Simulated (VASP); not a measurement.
Shape and ions are relaxed at each volume.

Energy against volume of NiSb (NiAs type). Level of theory: optB86b-vdW, VASP's PBE PAW potentials (set 64) (plane waves; VASP).

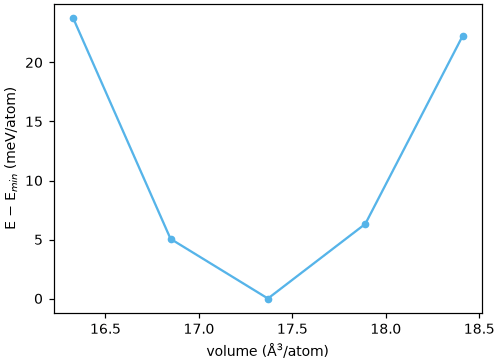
Energy against volume

**Question.** Estimate the equilibrium volume and the bulk modulus.

**Answer.** The minimum lies near 17.3 Å³/atom, and the curvature gives B0 of about 120 GPa.

The compound is NiSb in the NiAs type structure. It was relaxed first. The run is not spin-polarised, so no magnetic state was tried.
